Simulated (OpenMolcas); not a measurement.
## Ni²⁺ complex: multiconfigurational calculation

System: Ni²⁺ with 6 ligands (O; octahedron, 2.17 Å), neutralised by 6 outer point charges of +1.7 e, whose field is part of the energies.
Method: state-averaged SS-CASPT2, IPEA shift 0.25, imaginary shift 0.1 hartree, closed shells 3s 3p of the metal and the valence shells of the ligands correlated, active space 8 electrons in the shell 3d, basis ANO-RCC-VDZP on the metal and ANO-RCC-VDZP on the ligands, DKH2 scalar Hamiltonian, spin-orbit coupling by RASSI with atomic mean-field integrals (OpenMolcas).

## The input
```
&GATEWAY
Coord
7

Ni 0.0 0.0 0.0
O 2.170000 0.000000 0.000000
O 0.000000 2.170000 0.000000
O -2.170000 0.000000 0.000000
O 0.000000 -2.170000 0.000000
O 0.000000 0.000000 2.170000
O 0.000000 0.000000 -2.170000
Basis=Ni.ANO-RCC-VDZP,O.ANO-RCC-VDZP
Group=XYZ
NoMove
AngMom=0.0 0.0 0.0
AMFI
RICD
XField
3 Angstrom 0
5.370000 0.000000 0.000000 1.666667
0.000000 5.370000 0.000000 1.666667
0.000000 0.000000 5.370000 1.666667
&SEWARD
&RASSCF
FileOrb=start.orb
Symmetry=1
Spin=3
nActEl=8 0 0
Inactive=18 21
Ras2=5 0
CIRoot=10 10 1
SDav=10
CIMx=300
Iter=150 100
PrWF=0.3
OrbListing=Nothing
MaxOrb=0
LevShft=1.0
>>> COPY $Project.JobIph JOB001
&RASSCF
FileOrb=start.orb
Symmetry=1
Spin=1
nActEl=8 0 0
Inactive=18 21
Ras2=5 0
CIRoot=15 15 1
SDav=15
CIMx=300
Iter=150 100
PrWF=0.3
OrbListing=Nothing
MaxOrb=0
LevShft=1.0
>>> COPY $Project.JobIph JOB002
&RASSI
NrOfJobIphs=2 10 15
1 2 3 4 5 6 7 8 9 10
1 2 3 4 5 6 7 8 9 10 11 12 13 14 15
IphNames
JOB001
JOB002
EJob
SpinOrbit
DIPRint=1.0
SOCoupling=1000.0
Subsets=2
Property=9
'ANGMOM' 1 'ANGMOM' 2 'ANGMOM' 3 'MLTPL  1' 1 'MLTPL  1' 2 'MLTPL  1' 3
'AMFI' 1 'AMFI' 2 'AMFI' 3
SOProperty=3
'ANGMOM' 1 'ANGMOM' 2 'ANGMOM' 3
>>> COPY JOB001 $Project.JobIph
&CASPT2
Multistate=10 1 2 3 4 5 6 7 8 9 10
NoMult
Frozen=5 6
IPEA=0.25
Imaginary=0.1
MaxIter=60
WThr=0.0 0.3 0.05
PrWF=0.5
NoMix
>>> COPY JOB002 $Project.JobIph
&CASPT2
Multistate=15 1 2 3 4 5 6 7 8 9 10 11 12 13 14 15
NoMult
Frozen=5 6
IPEA=0.25
Imaginary=0.1
MaxIter=60
WThr=0.0 0.3 0.05
PrWF=0.5
NoMix
```

The file start.orb holds starting orbitals from an earlier step. A driver script formed the levels outside the program, from RASSI's spin-orbit matrix and the CASPT2 energies (for multi-state variants, the effective Hamiltonian), averaged over the components of each term or state. The log and the time are those of the CASPT2 step.

Hardware: 1 thread of Arm Neoverse V2, 24 GiB of memory available, shared host.

Command:
```bash
OMP_NUM_THREADS=1 MOLCAS_MEM=2457 MOLCAS_PROJECT=a pymolcas a.inp > a.log  # once for each step of the input, in one work folder
```

## Output (extracts)
```
--- CASPT2 ---
Orbital specifications:
      -----------------------

      Symmetry species                           1   2
                                                ag  au
      Frozen orbitals                            5   6
      Inactive orbitals                         13  15
      Active orbitals                            5   0
      Secondary orbitals                        34  40
      Deleted orbitals                           0   0
      Number of basis functions                 57  61
Type of calculation                        SS-CASPT2
      Fock operator                              state-specific
      IPEA shift                                 0.25
      Real shift                                 0.00
      Imaginary shift                            0.10
      The input orbitals will be transformed to quasi-canonical
Reference energy:       -1971.0861653113
      E2 (Non-variational):      -1.8941584743
      Shift correction:          -0.0024749819
      E2 (Variational):          -1.8966334562
      Total energy:           -1972.9827987675
      Residual norm:              0.0000005740
      Reference weight:           0.63117
      Contributions to the CASPT2 correlation energy
      Active & Virtual Only:         -0.2308780083
      One Inactive Excited:          -0.2250839570
      Two Inactive Excited:          -1.4381965090
Reference energy:       -1971.0692338960
      E2 (Non-variational):      -1.8895967359
      Shift correction:          -0.0024672723
      E2 (Variational):          -1.8920640082
      Total energy:           -1972.9612979042
      Residual norm:              0.0000001767
      Reference weight:           0.63179
      Contributions to the CASPT2 correlation energy
      Active & Virtual Only:         -0.2290392307
      One Inactive Excited:          -0.2247279088
      Two Inactive Excited:          -1.4358295964
::    CASPT2 Root  1     Total energy:  -1972.98279877
::    CASPT2 Root  2     Total energy:  -1972.96129790
::    CASPT2 Root  3     Total energy:  -1972.96240557
::    CASPT2 Root  4     Total energy:  -1972.96248890
::    CASPT2 Root  5     Total energy:  -1972.94917550
::    CASPT2 Root  6     Total energy:  -1972.94915611
::    CASPT2 Root  7     Total energy:  -1972.94922927
::    CASPT2 Root  8     Total energy:  -1972.88638484
::    CASPT2 Root  9     Total energy:  -1972.88637880
::    CASPT2 Root 10     Total energy:  -1972.88634217
--- CASPT2 ---
Orbital specifications:
      -----------------------

      Symmetry species                           1   2
                                                ag  au
      Frozen orbitals                            5   6
      Inactive orbitals                         13  15
      Active orbitals                            5   0
      Secondary orbitals                        34  40
      Deleted orbitals                           0   0
      Number of basis functions                 57  61
Type of calculation                        SS-CASPT2
      Fock operator                              state-specific
      IPEA shift                                 0.25
      Real shift                                 0.00
      Imaginary shift                            0.10
      The input orbitals will be transformed to quasi-canonical
Reference energy:       -1971.0049280371
      E2 (Non-variational):      -1.9123278783
      Shift correction:          -0.0025369418
      E2 (Variational):          -1.9148648201
      Total energy:           -1972.9197928571
      Residual norm:              0.0000004619
      Reference weight:           0.62846
      Contributions to the CASPT2 correlation energy
      Active & Virtual Only:         -0.2357669368
      One Inactive Excited:          -0.2320273796
      Two Inactive Excited:          -1.4445335619
Reference energy:       -1971.0049280369
      E2 (Non-variational):      -1.9124055669
      Shift correction:          -0.0025414610
      E2 (Variational):          -1.9149470279
      Total energy:           -1972.9198750648
      Residual norm:              0.0000005106
      Reference weight:           0.62842
      Contributions to the CASPT2 correlation energy
      Active & Virtual Only:         -0.2358044947
      One Inactive Excited:          -0.2320662970
      Two Inactive Excited:          -1.4445347751
::    CASPT2 Root  1     Total energy:  -1972.91979286
::    CASPT2 Root  2     Total energy:  -1972.91987506
::    CASPT2 Root  3     Total energy:  -1972.90186778
::    CASPT2 Root  4     Total energy:  -1972.90184545
::    CASPT2 Root  5     Total energy:  -1972.90185793
::    CASPT2 Root  6     Total energy:  -1972.87496639
::    CASPT2 Root  7     Total energy:  -1972.86160712
::    CASPT2 Root  8     Total energy:  -1972.86157792
::    CASPT2 Root  9     Total energy:  -1972.86158730
::    CASPT2 Root 10     Total energy:  -1972.85153422
::    CASPT2 Root 11     Total energy:  -1972.85154233
::    CASPT2 Root 12     Total energy:  -1972.84922577
::    CASPT2 Root 13     Total energy:  -1972.84917210
::    CASPT2 Root 14     Total energy:  -1972.84921241
::    CASPT2 Root 15     Total energy:  -1972.73285759
```

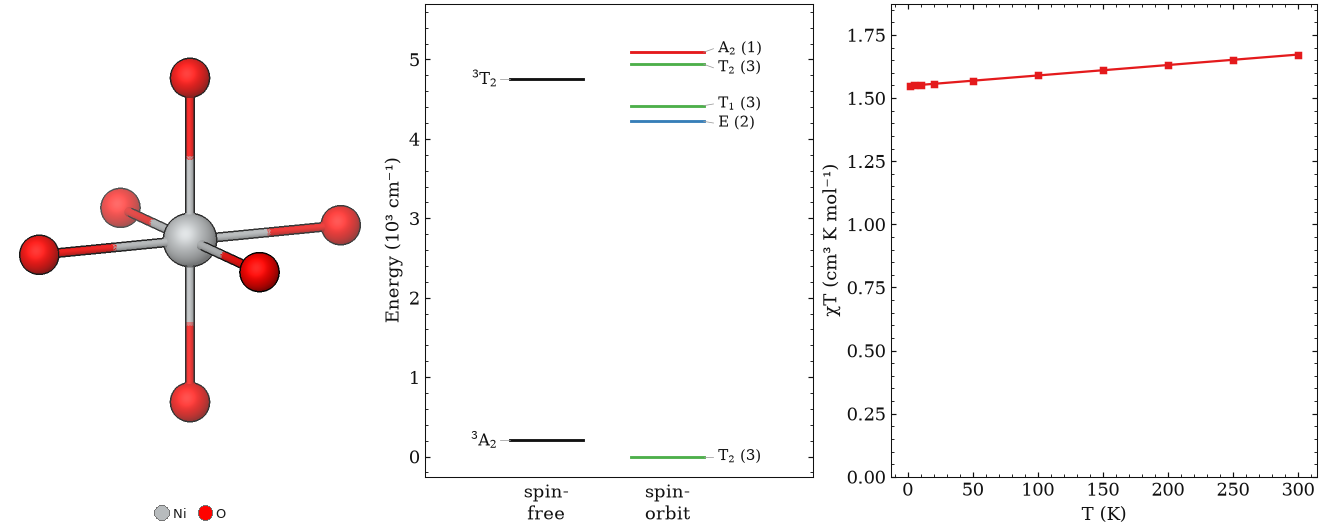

**Figure 1.** Ni²⁺ (3d⁸) with 6 ligands, O²⁻, at 2.17 Å (arrangement: octahedron, Oh), neutralised by outer point charges of +1.7 e, and its levels and susceptibility. Labels give the representation in O, Td, D4 or D3 as the site allows (double group for half-integer spin) where it could be assigned and, in brackets, the degeneracy; spin-free states, where drawn, share the zero of the spin-orbit levels. Powder susceptibility by Van Vleck's formula. The ground level is T₂, 3-fold degenerate, 100 % from states of spin multiplicity 3. The next level lies at 4,220 cm⁻¹ (E). The lowest spin-free state is ³A₂, from the free-ion F term; of the same spin there follows at 4,550 cm⁻¹ (³T₂) above it. χT is 1.55 cm³ K mol⁻¹ at 2 K and 1.67 at 300 K, an effective moment of 3.66 μB.

## Summary

- outcome: converged; degenerate states are split by up to 261 cm⁻¹
- energy of the lowest spin-free term: −1972.98280 hartree
- energy of the lowest spin-orbit level: −1972.98374 hartree
- CASPT2 correlation energy: −1.8966 hartree
- largest spread among components of a term: 261.4 cm⁻¹
- lowest reference weight: 0.618
- wall time: 46 s
- peak memory: 0.18 GiB

## Remarks

The components of ³T2, which symmetry makes degenerate, are split by 261 cm⁻¹ in CASPT2. This is an artefact; the levels of such states rest on averages and are uncertain by about as much. To bear in mind: bare point charges leave oxide and sulfide ligands too diffuse, field too small; with a single d shell and no ligand orbitals active, the ligand field and the g values of a late 3d ion can be well off; distances are set from ionic radii, not optimised.
